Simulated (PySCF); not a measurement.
C2H11NSi2, SMILES [SiH2](CC)[SiH2]N at its GFN2-xTB optimised geometry (Å):

```
16

C      1.2318    -1.9592     1.1125
C      1.6691    -1.1083    -0.0728
Si     0.9884     0.6708     0.0000
Si    -1.3183     0.6708     0.0000
N     -1.7835     2.3330     0.0000
H      1.5662    -1.5122     2.0467
H      0.1473    -2.0459     1.1462
H      1.6497    -2.9637     1.0507
H      2.7593    -1.0838    -0.1085
H      1.3438    -1.5907    -0.9968
H      1.5939     1.3927    -1.1308
H      1.5735     1.2955     1.2031
H     -1.9124    -0.0965     1.1187
H     -1.9647     0.1422    -1.2081
H     -2.7593     2.5657    -0.0907
H     -1.3495     2.9637     0.6538
```

Method: B3LYP/def2-TZVP in PySCF 2.14.0. Cells within 0.4 Å of a nucleus heavier than hydrogen are left out (blank, or x).

Map of the electron localisation function on the plane z = 1.0 Å:

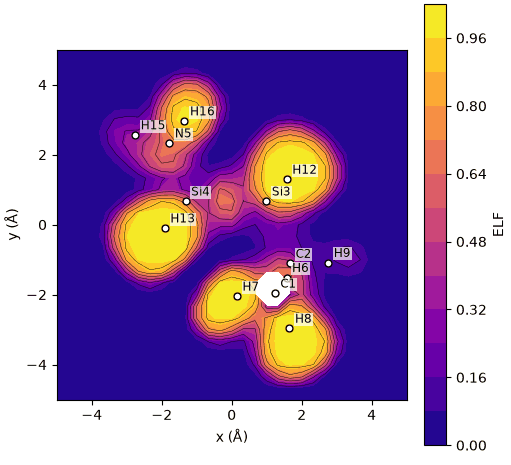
*Electron localisation function on the plane z = 1.0 Å.*
